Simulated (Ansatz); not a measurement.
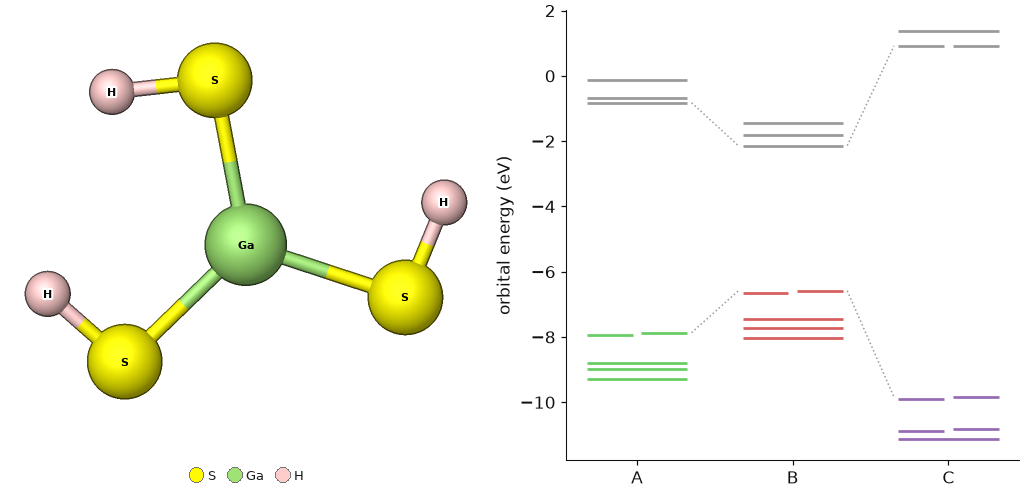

Frontier orbital energies of GaH₃S₃, SMILES [SH][Ga]([SH])[SH], singlet at one geometry, def2-TZVPP, the Ansatz code 0.2.0, at a PBE0-D4/def2-TZVP geometry (a minimum by its frequencies). Empty levels are grey, levels within 0.1 eV stand side by side; all columns show the same few orbitals around the gap. Dotted lines join the HOMOs and the LUMOs.

The columns come from LDA (SPW92), r2SCAN0 and ωB97M-V. Which is which?

A: r2SCAN0 (HOMO −7.87, LUMO −0.83, separation 7.04 eV)
B: LDA (SPW92) (HOMO −6.59, LUMO −2.14, separation 4.45 eV)
C: ωB97M-V (HOMO −9.84, LUMO 0.92, separation 10.76 eV)

Caveats, for all or some of the runs: empty levels above zero depend strongly on the basis; no scalar relativity up to krypton.
